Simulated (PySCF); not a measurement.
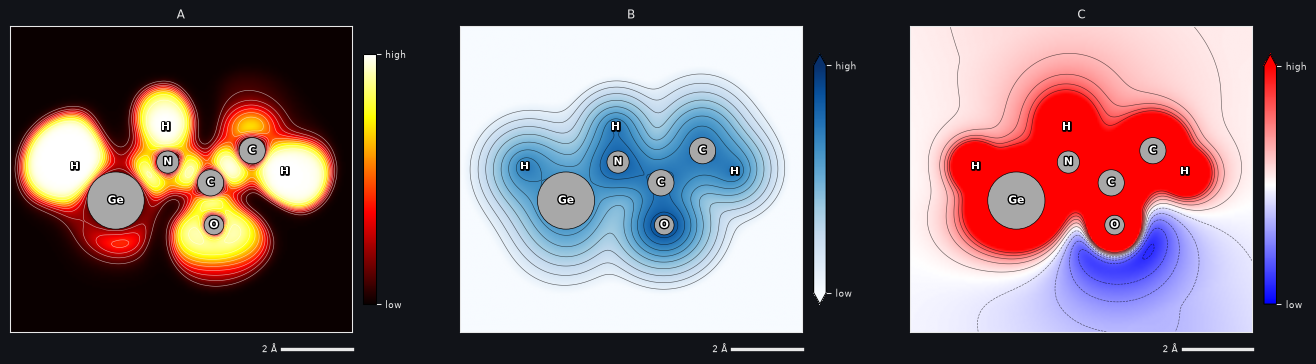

C4H7GeNO: 3 fields on the plane of atoms N4, C5 and O7, with unlabelled colour scales. Grey discs cover the atomic cores.

Geometry: PBE0-D3(BJ)/def2-SVP.

The calculation used CAM-B3LYP/def2-SVPD, SCF density, gas phase (PySCF).

```xyz
14

C     3.1292    1.4633    0.6252
C     2.4325    0.4694    0.5563
Ge    1.3707   -1.1017    0.4793
N    -0.4155   -0.6756    0.7636
C    -1.0613    0.0348   -0.2088
C    -2.5033    0.3929    0.0628
O    -0.4790    0.3505   -1.2289
H     3.7410    2.3464    0.6760
H     1.5471   -1.8209   -0.8569
H     1.7306   -1.9987    1.6749
H    -0.9127   -0.9272    1.6093
H    -2.5764    1.0356    0.9537
H    -3.1033   -0.5106    0.2506
H    -2.9073    0.9273   -0.8043
```

The panels show electron density, electron localisation function and electrostatic potential in some order. Assign them.

Panel A: electron localisation function. Panel B: electron density. Panel C: electrostatic potential (strongly positive close to the atoms, with negative regions outside electron-rich atoms). From the grid: C–O (1.22 Å): ρ at the midpoint is about 3.3 e/Å³; the ELF peaks at about 0.90 between the atoms: a short, multiple covalent bond. C–N (1.37 Å): ρ at the midpoint is about 2.3 e/Å³; the ELF peaks at about 0.90 between the atoms (a covalent bond).
